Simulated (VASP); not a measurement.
Band structure of KF (rock salt). Level of theory: PBE GGA with D3 dispersion (zero damping), VASP's PBE PAW potentials (set 64) (plane waves; VASP 6.6.1).

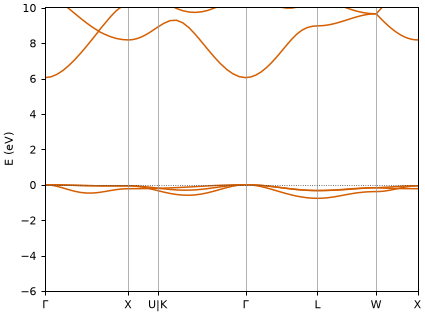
*Bands along high-symmetry lines, zero at the valence-band maximum or, without a gap, the Fermi level*

Q: Read the plot: is there a gap, and where are the band edges?

A: The gap is direct, 6.05 eV, from the valence maximum at Γ to the conduction minimum at Γ. (Edges off the drawn lines would not show.)

Measured: gap 10.90 eV (computed value off by -4.85 eV), as given by David Koller et al., Journal of Physics Condensed Matter (2013), arXiv:1304.4470.

The compound is KF in the rock salt structure. It was relaxed first.
